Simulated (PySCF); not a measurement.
**C$_{3}$H$_{11}$NSi$_{2}$: density, localisation and related maps**

```yaml
atoms:
  - { symbol: C, position_ang: [-3.3848, 0.9161, 0.2099] }
  - { symbol: N, position_ang: [-2.3220, -0.0442, 0.1992] }
  - { symbol: Si, position_ang: [-1.1856, -0.2091, -1.1385] }
  - { symbol: C, position_ang: [0.5745, -0.2412, -0.5649] }
  - { symbol: C, position_ang: [0.9255, 0.1915, 0.6575] }
  - { symbol: Si, position_ang: [2.7141, 0.4142, 1.1821] }
  - { symbol: H, position_ang: [-4.2984, 0.4430, 0.7136] }
  - { symbol: H, position_ang: [-3.6818, 0.9384, -0.8244] }
  - { symbol: H, position_ang: [-3.3146, 2.0559, 0.4757] }
  - { symbol: H, position_ang: [-2.0804, -0.4734, 1.0932] }
  - { symbol: H, position_ang: [-1.4587, -1.1858, -2.1512] }
  - { symbol: H, position_ang: [-1.1732, 1.0041, -1.9190] }
  - { symbol: H, position_ang: [1.4042, -0.3972, -1.2203] }
  - { symbol: H, position_ang: [0.0571, 0.5014, 1.2541] }
  - { symbol: H, position_ang: [3.2789, 1.2140, 0.0515] }
  - { symbol: H, position_ang: [2.9473, 1.0000, 2.4580] }
  - { symbol: H, position_ang: [3.5108, -0.7614, 1.1828] }
```

Geometry: GFN2-xTB, MD frame at 250 fs, 600 K.

Level of theory: PBE0/pcSseg-1, SCF density, gas phase, non-relativistic (PySCF 2.14.0).

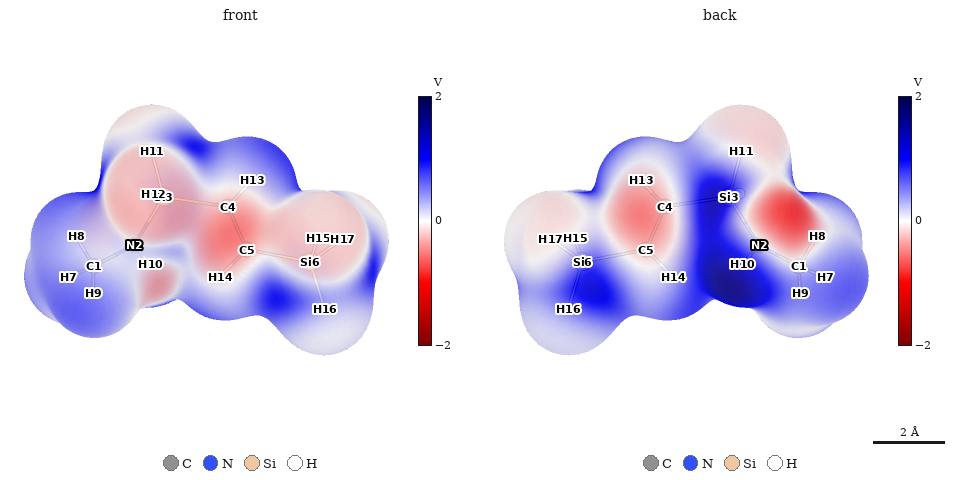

Figure 1. The molecular electrostatic potential painted on the density surface at 0.002 e/bohr³, seen from the front and from behind; the colour scale runs from red (negative) to blue (positive).

Q: Where is the surface potential most negative and most positive?

A: The most negative region (about −0.8 V) lies over N2, the most positive (about +1.6 V) over H10.

Q: What dipole moment does the calculation give?

A: Its dipole moment is 1.24 D.

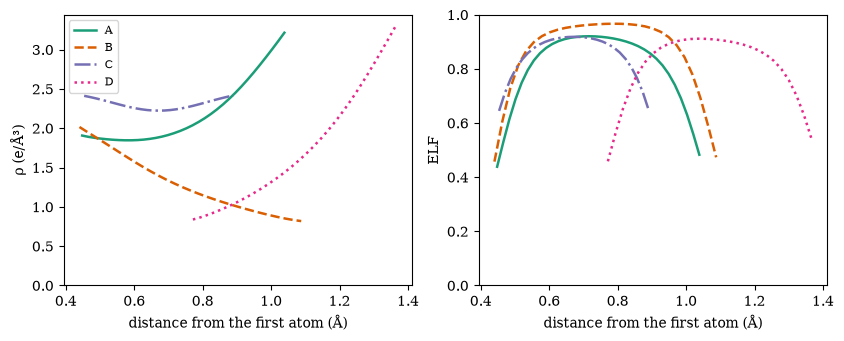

Figure 2. Electron density and ELF along straight lines between neighbouring atoms. The curves leave out the atomic cores.

Q: Which curve belongs to which contact (C–C, C–N, C–Si and Si–N)? The first atom named is at distance zero.

A: Curve A: C–N (1.43 Å): ρ at the midpoint is about 1.9 e/Å³; the ELF peaks at about 0.90 between the atoms; a shared electron pair. Curve B: C–Si (1.85 Å): ρ at the midpoint is about 0.97 e/Å³; the ELF peaks at about 0.95 between the atoms: localised, covalent bonding. Curve C: C–C (1.34 Å): ρ at the midpoint is about 2.2 e/Å³; the ELF peaks at about 0.90 between the atoms: a multiple bond. Curve D: Si–N (1.76 Å): ρ at the midpoint is about 1 e/Å³; the ELF peaks at about 0.90 between the atoms (a shared but strongly polarised pair).
